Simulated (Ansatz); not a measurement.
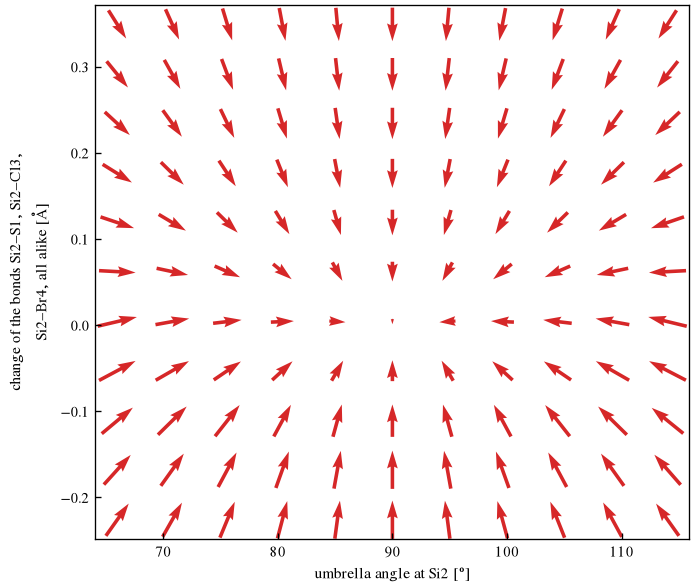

BrClSSi, SMILES S=[Si](Cl)Br. 
- The first coordinate is: umbrella angle at Si2 (between each of its bonds and their common axis; 90 is planar); the second: change of the bonds Si2–S1, Si2–Cl3, Si2–Br4, all alike.
- Nothing is relaxed (all other coordinates rigid).
- Grid: 11 × 11 points; 66 points were computed and 55 follow by symmetry.
- Points are written as (first, second).
- Level of theory: Ansatz 0.2.0, RKS CAM-B3LYP-D4/def2-SVP.

The picture shows arrows along the force (downhill), their lengths compressed.

The arrows alone are given. Where is the energy lowest?

The arrows converge at about (90°, 0.000 Å) (read from the interpolated surface).

The energy map of the same scan:

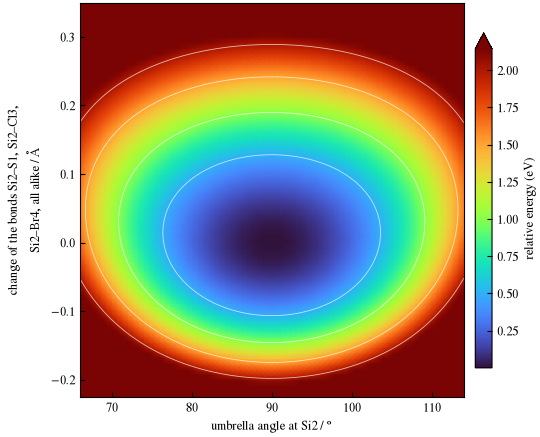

Energies are in eV, from the relaxed molecule at the same level; between grid points the surface is interpolated.
